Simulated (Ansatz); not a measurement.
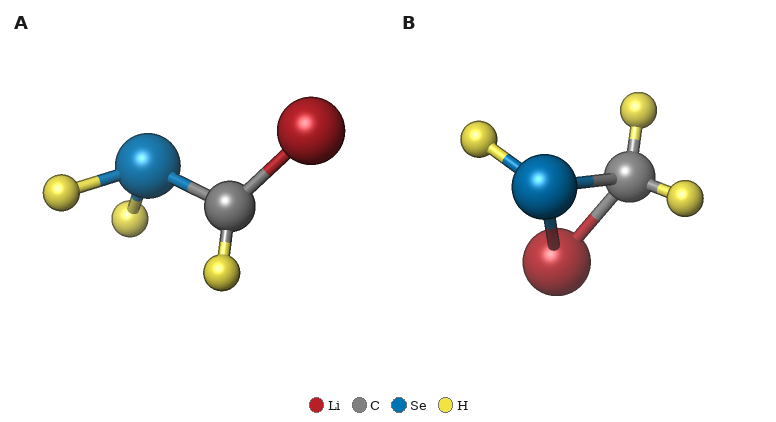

2 stationary structures of one formula. Geometries: PBE0-D4/def2-TZVP. Electronic energies: PBE0-D4/def2-TZVPP (Ansatz 0.2.0), without zero-point energy. No frequency run is at hand to confirm each as a minimum.

**Which structure is the most stable?**

B is lowest (C1); A lies 2.897 eV above it (Cs).
